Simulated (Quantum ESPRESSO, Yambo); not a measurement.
# How the form of the self-energy moves the gap of NH4Br (P-43m), part 2 of 2

Wanted: the gap of NH4Br (P-43m) under several approximations, with cost.

Quantum ESPRESSO 7.5 and Yambo 5.3.0; PBEsol and many-body steps on it, plane waves. Known limits of the many-body steps: not at the basis limit; no spin-orbit coupling; coarse k mesh.

So far. Step 2 (Empty states on the mesh, 4×4×4 mesh, 274 bands): On this mesh the gap is 4.097 eV. Step 4 (G0W0, Godby-Needs plasmon pole): The gap on the mesh goes from 4.10 eV to 6.52 eV, a correction of +2.43 eV.

**5. One-shot COHSEX**

This step: one-shot COHSEX on PBEsol, plane waves, norm-conserving pseudopotentials.

gw4.in

```
HF_and_locXC
gw0
dyson
cohsex
em1s
rim_cut
RandQpts= 1000000
RandGvec= 1 RL
EXXRLvcs= 72 Ry
VXCRLvcs= 288 Ry
Chimod= "HARTREE"
% BndsRnXs
 1 | 116 |
%
NGsBlkXs= 10.5 Ry
% LongDrXs
 1 | 1 | 1 |
%
% GbndRnge
 1 | 116 |
%
DysSolver= "n"
ExtendOut
% QPkrange
 6 | 6 | 7 | 10 |
 1 | 1 | 7 | 10 |
%
```

Started as:

```sh
> OMP_NUM_THREADS=1 mpirun -n 4 yambo -F gw4.in -J gw4 -C gw4 > gw4.log
```

Log:

```text
 Yambo, version 5.3.0

 [02] CORE Variables Setup
 =========================

  [... cell, symmetries and grids as in the set-up ...]

  [02.05] Energies & Occupations
  ==============================

  [X] === General ===
  [X] Electronic Temperature                        :  0.000000  0.000000 [eV K]
  [X] Bosonic    Temperature                        :  0.000000  0.000000 [eV K]
  [X] Finite Temperature mode                       : no
  [X] El. density                                   :  0.25000E+24 [cm-3]
  [X] Fermi Level                                   :  1.079024 [eV]

  [X] === Gaps and Widths ===
  [X] Conduction Band Min                           :  4.097338 [eV]
  [X] Valence Band Max                              :  0.000000 [eV]
  [X] Filled Bands                                  :   8
  [X] Empty Bands                                   :    9  274
  [X] Direct Gap                                    :  4.184637 [eV]
  [X] Direct Gap localized at k                     :  1
  [X] Indirect Gap                                  :  4.097338 [eV]
  [X] Indirect Gap between kpts                     :   6   1
  [X] Last valence band width                       :  1.471107 [eV]
  [X] 1st conduction band width                     :  3.655939 [eV]

 [03] Transferred momenta grid and indexing
 ==========================================

 IBZ Q-points                                      :  10
 BZ  Q-points                                      :   64

 K/Q-points units:
 rlu = crystal or reduced units; cc = cartesian coordinates; iku = interal k-units

 Q [ 1]         [rlu]:  0.000000  0.000000  0.000000
 Q [ 2]         [rlu]:  0.000000  0.000000  0.250000
 Q [ 3]         [rlu]:  0.000000  0.000000 -0.500000
[...]
[xc] LIBXC used to calculate xc functional
  PP Number of Atomic Species                      :  3
  NLCC RL compoments                               :   35585
  PP Number of Atomic Species                      :  3
  NLCC RL compoments                               :   35585

 [xc] E_xc :  -6.509624 [Ha]
      E_xc :  -13.01925 [Ry]

  Local XC kind (lXC) : Perdew, Burke & Ernzerhof SOL(X)+Perdew, Burke & Ernzerhof SOL(C)
  Non-Local XC kind (nlXC) : Hartree-Fock

  Corrections @ K [1] :  [eV]
 <7|nlXC|7> = -16.66521 -0.68265E-17 <7|lXC|7> = -12.99873 -0.14161E-15
 <8|nlXC|8> = -16.66524 -0.71901E-18 <8|lXC|8> = -12.99873 -0.94408E-16
 <9|nlXC|9> = -5.012816  0.17463E-18 <9|lXC|9> = -9.265698  0.000000
[...]
Corrections @ K [6] :  [eV]
[...]
<9|nlXC|9> = -4.391800 -0.10706E-18 <9|lXC|9> = -8.740475  0.94408E-16
 <10|nlXC|10> = -4.300161  0.32767E-17 <10|lXC|10> = -8.981473 -0.47204E-16

 [08] Dyson equation: Newton solver
 ==================================

 [Newton] Sc step       :  0.100000 [eV]
 [Newton] Sc steps      :  1

  [08.01] G0W0 (COHSEX)
  =====================

  [  GW  ] Bands range     :   1  10

  QP @ state[ 1 ] K range:  1  1
  QP @ state[ 1 ] b range:   7  10
  QP @ state[ 2 ] K range:   6   6
  QP @ state[ 2 ] b range:   7  10

   Sc Empty Bands                                   : no
   Sc bands terminator                              : no
   Sx RL components                                 :   4553

   QP @ state[ 1 ] K range                          :  1  1
   QP @ state[ 1 ] b range                          :   7  10
   QP @ state[ 2 ] K range                          :   6   6
   QP @ state[ 2 ] b range                          :   7  10
   GF WF`s kind                                     : Perdew, Burke & Ernzerhof SOL(X)+Perdew, Burke & Ernzerhof SOL(C)
   Xs energies kind                                 : Perdew, Burke & Ernzerhof SOL(X)+Perdew, Burke & Ernzerhof SOL(C)
   Xs WF`s kind                                     : Perdew, Burke & Ernzerhof SOL(X)+Perdew, Burke & Ernzerhof SOL(C)

 [11] Game Over & Game summary
```

Run time: 47 s. Hardware: 4 MPI ranks of Arm Neoverse V1, shared host; peak memory 1.6 GiB; 3 min of CPU time.

This step gave:

| Property | Result |
| --- | --- |
| quasiparticle gap on the points computed | 7.791 eV |
| starting gap on the mesh | 4.097 eV |
| k of the valence top | 0, -0.5, -0.5 |
| k of the conduction bottom | 0, 0, 0 |
| least direct quasiparticle gap on the computed points | 7.935 eV |
| Z at the valence top | 1 |
| Z at the conduction bottom | 1 |

Against G0W0 in Yambo (4×4×4 mesh, 116 bands, screening to 142.9 eV, Godby-Needs plasmon pole), the gap moves by +1.268 eV.

**6. One-shot Hartree-Fock**

This step: one-shot Hartree-Fock on PBEsol, plane waves, norm-conserving pseudopotentials.

gw5.in

```
HF_and_locXC
rim_cut
RandQpts= 1000000
RandGvec= 1 RL
EXXRLvcs= 72 Ry
VXCRLvcs= 288 Ry
% QPkrange
 6 | 6 | 7 | 10 |
 1 | 1 | 7 | 10 |
%
```

Started as:

```sh
> OMP_NUM_THREADS=1 mpirun -n 4 yambo -F gw5.in -J gw5 -C gw5 > gw5.log
```

Log:

```text
 Yambo, version 5.3.0

 [02] CORE Variables Setup
 =========================

  [... cell, symmetries and grids as in the set-up ...]

  [02.05] Energies & Occupations
  ==============================

  [X] === General ===
  [X] Electronic Temperature                        :  0.000000  0.000000 [eV K]
  [X] Bosonic    Temperature                        :  0.000000  0.000000 [eV K]
  [X] Finite Temperature mode                       : no
  [X] El. density                                   :  0.25000E+24 [cm-3]
[...]
[xc] E_xc :  -6.509624 [Ha]
      E_xc :  -13.01925 [Ry]

  Local XC kind (lXC) : Perdew, Burke & Ernzerhof SOL(X)+Perdew, Burke & Ernzerhof SOL(C)
  Non-Local XC kind (nlXC) : Hartree-Fock

  Corrections @ K [1] :  [eV]
 <7|nlXC|7> = -16.66521 -0.68265E-17 <7|lXC|7> = -12.99873 -0.14161E-15
 <8|nlXC|8> = -16.66524 -0.71901E-18 <8|lXC|8> = -12.99873 -0.94408E-16
 <9|nlXC|9> = -5.012816  0.17463E-18 <9|lXC|9> = -9.265698  0.000000
[...]
Corrections @ K [6] :  [eV]
[...]
<9|nlXC|9> = -4.391800 -0.10706E-18 <9|lXC|9> = -8.740475  0.94408E-16
 <10|nlXC|10> = -4.300161  0.32767E-17 <10|lXC|10> = -8.981473 -0.47204E-16

 [08] Game Over & Game summary
```

Run time: 3.5 s. Hardware: 4 MPI ranks; peak memory 1.4 GiB.

This step gave:

- quasiparticle gap on the mesh: 12.01 eV
- starting gap on the mesh: 4.097 eV
- k of the valence top: 0, -0.5, -0.5
- k of the conduction bottom: 0, 0, 0
- least direct quasiparticle gap on the computed points: 12.10 eV

Against G0W0 in Yambo (4×4×4 mesh, 116 bands, screening to 142.9 eV, Godby-Needs plasmon pole), the gap moves by +5.489 eV.

**7. The runs together**

Times are wall times on 4 MPI ranks of Arm Neoverse V1, shared host, good to a factor of about two.

```
                           run   mesh  bands  screening cutoff (eV)  DFT gap (eV)  gap on the mesh (eV)  direct (eV)   time
G0W0, Godby-Needs plasmon pole  4×4×4    116                  142.9         4.097                 6.523        6.592   91 s
               one-shot COHSEX  4×4×4    116                  142.9         4.097                 7.791        7.935   47 s
         one-shot Hartree-Fock  4×4×4      -                      -         4.097                12.012       12.104  3.5 s
```

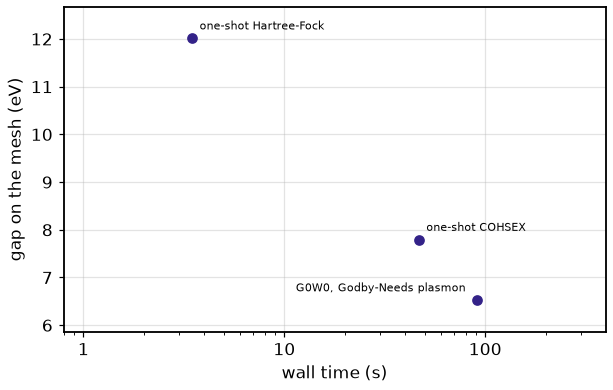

Result against wall time.

**8. What came out**

```
G0W0, Godby-Needs plasmon pole : 6.523 eV
one-shot COHSEX                : 7.791 eV
one-shot Hartree-Fock          : 12.012 eV
known limits                   : not at the basis limit; no spin-orbit coupling; coarse k mesh
```

What this shows: One-shot COHSEX: +1.268 eV against G0W0, Godby-Needs plasmon pole. One-shot Hartree-Fock: +5.489 eV against G0W0, Godby-Needs plasmon pole. Bare exchange alone opens the gap to 12.01 eV; against G0W0, correlation takes back 5.49 eV. Static COHSEX lies above G0W0: it lacks the factor Z and overstates the Coulomb hole of the filled states. Bands and cutoff are finite, so the gap is not at the basis limit. The miss can reach some tenths of an eV and take either sign; the mesh is an error of its own. The 4×4×4 mesh is coarse for this cell, which bears on the long-range parts of exchange and screening. The many-body steps are scalar-relativistic: spin-orbit coupling is not in them.

[Paths, hosts, dates, memory and timing lines, banners, echoed tables and standing remarks are left out of the program output.]

[Logs are printed without paths, hosts, clocks, repeated set-up lines and the standing remarks that a program may print on its own settings, such as how far it seeks lower states.]

[Runs of the session that timed out or met a known fault of the program may be left out.]

[Hosts, paths, dates, database ids (printed as entryN), source tags and the programs' standing remarks are cut or masked in the printed files.]
